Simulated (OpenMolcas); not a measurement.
## Run report: BNH₆, single-point calculation (part 4 of 4)

BNH₆, multiplicity 3, SMILES [BH3-][NH3+]; M06-2X/def2-TZVP, UKS (OpenMolcas 26.06). The geometry is that of the parent species in another charge or spin state. The geometry comes from this level: PBE0-D4/def2-TZVP.

Geometry of the input (Å):
```
B  -0.1913  0.2508  -0.7754
N  0.2065  -0.2551  0.7317
H  -0.0782  -0.7284  -1.4810
H  -1.3326  0.6497  -0.6872
H  0.6044  1.1266  -1.0384
H  0.1408  0.5070  1.3987
H  1.1566  -0.6113  0.7553
H  -0.4140  -0.9965  1.0405
```

### Log, continued
```
   86    4.7007    0.0000         39 N2     2px    ( 0.597),    42 N2     2py    ( 0.478),    46 N2     3d2-   ( 0.910),    47 N2     3d2-   (-0.795),
                                  52 N2     3d1+   ( 0.779),    53 N2     3d1+   (-0.868),

   87    2.8792    0.0000          7 B1     2px    ( 0.399),    10 B1     2py    (-0.481),    17 B1     3d1-   ( 0.504),    23 B1     3d2+   (-0.702),
                                  29 B1     4f1+   (-0.471),    30 B1     4f2+   ( 0.611),    63 H3     1s     (-0.748),    64 H3     1s     (-0.428),
                                  65 H3     1s     (-0.463),    67 H3     2py    (-0.527),    69 H4     1s     ( 0.753),    71 H4     1s     ( 0.480),
                                  72 H4     2px    ( 0.429),

   88    2.0170    0.0000         16 B1     3d2-   (-1.015),    76 H5     1s     ( 1.822),

   89    2.2962    0.0000          4 B1     1s     (-3.818),    36 N2     1s     ( 2.748),

   90    2.5391    0.0000         25 B1     4f3-   (-0.674),    26 B1     4f2-   ( 0.582),    31 B1     4f3+   (-1.037),    36 N2     1s     (-0.552),
                                  66 H3     2px    (-0.698),    73 H4     2py    ( 0.689),    78 H5     2px    ( 0.523),    79 H5     2py    (-0.591),
                                  88 H7     1s     ( 0.583),

   91    5.1037    0.0000         38 N2     2px    ( 1.482),    41 N2     2py    ( 1.305),    47 N2     3d2-   (-1.428),    49 N2     3d1-   ( 0.953),
                                  57 N2     4f2-   (-0.745),    93 H8     1s     ( 1.176),    94 H8     1s     ( 1.483),

   92    2.5975    0.0000         38 N2     2px    (-0.789),    41 N2     2py    ( 0.852),    51 N2     3d0    ( 0.673),    53 N2     3d1+   (-0.638),
                                  82 H6     1s     (-1.228),    85 H6     2py    ( 0.841),    88 H7     1s     ( 1.233),    90 H7     2px    (-0.797),

   93    3.2679    0.0000         38 N2     2px    (-1.848),    41 N2     2py    ( 2.107),    44 N2     2pz    ( 1.206),    55 N2     3d2+   (-1.146),
                                  82 H6     1s     (-1.743),    88 H7     1s     ( 1.210),

   94    1.3162    0.0000          7 B1     2px    (-0.201),    25 B1     4f3-   ( 0.219),    31 B1     4f3+   ( 0.286),    51 N2     3d0    (-0.190),
                                  66 H3     2px    (-0.356),    70 H4     1s     (-0.189),    71 H4     1s     (-0.192),    73 H4     2py    ( 0.362),
                                  78 H5     2px    ( 0.191),    79 H5     2py    (-0.224),    82 H6     1s     ( 0.373),    88 H7     1s     (-0.376),

   95    4.3528    0.0000         56 N2     4f3-   (-0.595),    57 N2     4f2-   ( 0.515),    62 N2     4f3+   (-0.826),

   96    4.7177    0.0000         52 N2     3d1+   ( 0.560),    53 N2     3d1+   (-0.604),    54 N2     3d2+   (-1.028),    55 N2     3d2+   ( 0.958),

--

++    Molecular properties:
      ---------------------

      Charge (e):
                      =   -0.0000
      Dipole Moment (debye):
      Origin of the operator (angstrom)=    0.0278   -0.0278    0.0546
                   X= -7.7828E-01               Y= -3.7909E-02               Z= -1.1621E+00           Total=  1.3992E+00
      Quadrupole Moment (debye*angstrom):
      Origin of the operator (angstrom)=    0.0278   -0.0278    0.0546
                  XX= -2.0065E+01              XY= -1.5647E+00              XZ=  1.2195E+00              YY= -2.0869E+01
                  YZ=  5.7288E-01              ZZ= -1.8180E+01
      In traceless form (debye*angstrom)
                  XX= -5.4039E-01              XY= -2.3471E+00              XZ=  1.8292E+00              YY= -1.7469E+00
                  YZ=  8.5932E-01              ZZ=  2.2873E+00
--

--- Stop Module: scf /rc=_RC_ALL_IS_WELL_ ---
--- Module scf spent 3 minutes 9 seconds ---

.##################.
.# Happy landing! #.
.##################.

    Timing: Wall=193.17 User=179.10 System=13.94
```

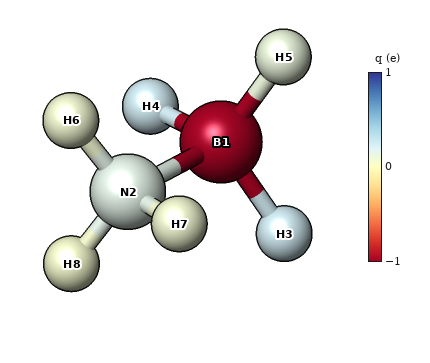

*Mulliken charges, as the colour of each atom (ball-and-stick view, seen at a tilt; atoms are numbered from 1 in the order of the input).*

By element: B −0.97, N +0.15 and H +0.06 to +0.25 e.

### Results in brief

| quantity | value |
| --- | --- |
| outcome | converged |
| total energy | −82.935432 hartree |
| basis functions | 98 |
| ⟨S²⟩ | 2.007 |
| dipole moment | 1.40 debye |
| hardware | 1 thread of Intel Xeon (Sapphire Rapids), 16 GiB of memory available, shared host |
| wall time | 3.2 min |
| peak memory | 0.55 GiB |
